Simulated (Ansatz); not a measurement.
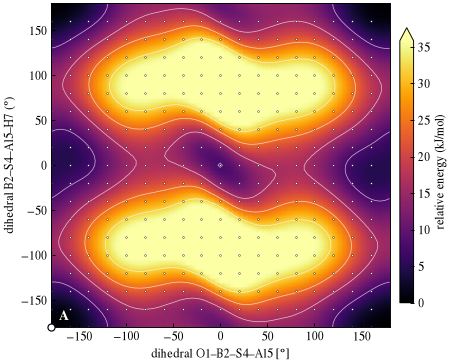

AlBFH3OS, SMILES OB(F)[S][AlH2]. Coordinates scanned: (1) dihedral O1–B2–S4–Al5; (2) dihedral B2–S4–Al5–H7. Nothing is relaxed (all other coordinates rigid). The grid has 18 × 18 points; 308 points were computed and 16 follow by symmetry. Points are written as (first, second). Energies are in kJ/mol, from the lowest grid point. Computed with RKS PBE0-D4/def2-SVP (Ansatz 0.2.0).

In the figure: a smooth colour map with a few white contour lines, dots at the grid points, one colour for all values above the top of the scale, the point A. Between grid points the surface is interpolated.

> Find the lowest pass out of the well at A.

The easiest path leads from the well at (−180°, −180°) to the well at (0°, −180°), about 10 kJ/mol higher. Its highest point lies about 14 kJ/mol above the bottom of the first well on the interpolated surface, at about (70°, 175°). Seen from the upper well the barrier is about 4.3 kJ/mol. The start is the relaxed structure and all else is held, so a fully relaxed path at this level can only be lower.

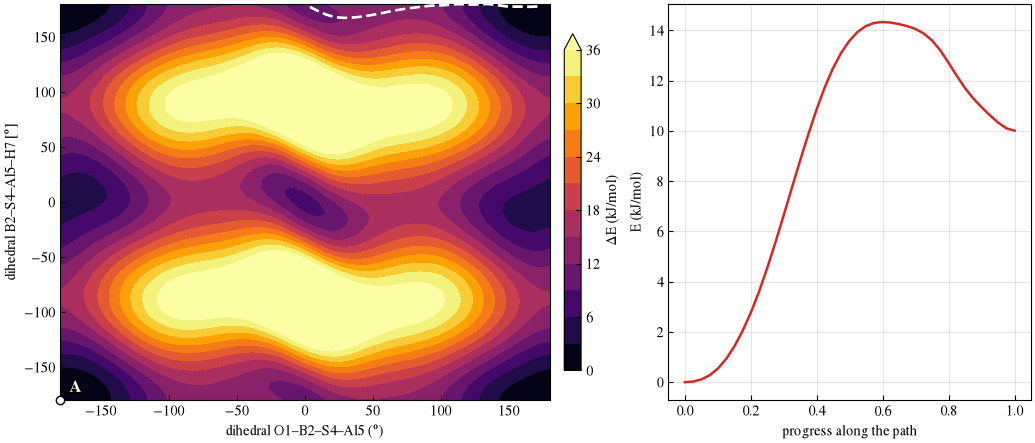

The picture shows filled contours, a line along the lowest path, one colour for all values above the top of the scale, the energy along the path at the right. Between grid points the surface is interpolated.
